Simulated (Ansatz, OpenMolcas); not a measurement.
**GeSiH4F2 (SMILES F[SiH](F)[GeH3]): the HOMO–LUMO gap, rung by rung**

GeSiH4F2: 8 atoms, total charge 0, spin state singlet. As SMILES, `F[SiH](F)[GeH3]`. The coordinates come from a PBE0-D4/def2-TZVP relaxation.

Quantity: the HOMO–LUMO gap, in eV. The values are calculated.

| level | kind | program | value (eV) | CPU time |
| --- | --- | --- | --- | --- |
| SVWN5/def2-SVP | LDA | Ansatz | 6.27 | 1.9 s |
| BLYP/def2-SVP | GGA | OpenMolcas | 6.43 | 24 s |
| M06-L/def2-SVP | meta-GGA | OpenMolcas | 7.14 | 32 s |
| BHLYP/def2-SVP | global hybrid | OpenMolcas | 10.60 | 21 s |
| M06-2X/def2-SVP | hybrid meta-GGA | OpenMolcas | 10.43 | 26 s |
| r2SCAN0/def2-SVP | hybrid meta-GGA | Ansatz | 8.88 | 6 s |
| CAM-B3LYP/def2-SVP | range-separated hybrid | Ansatz | 10.90 | 4.7 s |
| PBE-QIDH/def2-SVP | double hybrid | Ansatz | 12.23 | 5 s |

All-electron rows without a relativistic Hamiltonian named are non-relativistic. The values span 6.27 to 12.23 eV. Orbital gaps aren't excitation energies, and those of double hybrids come from the SCF part alone; they tend to grow with the share of exact exchange. Times are those of the runs behind each value, whatever else they computed, on shared processors of several kinds: orders of magnitude only.

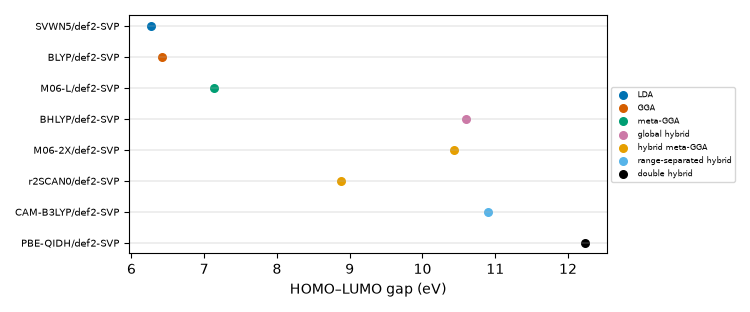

The values of the table, level by level.
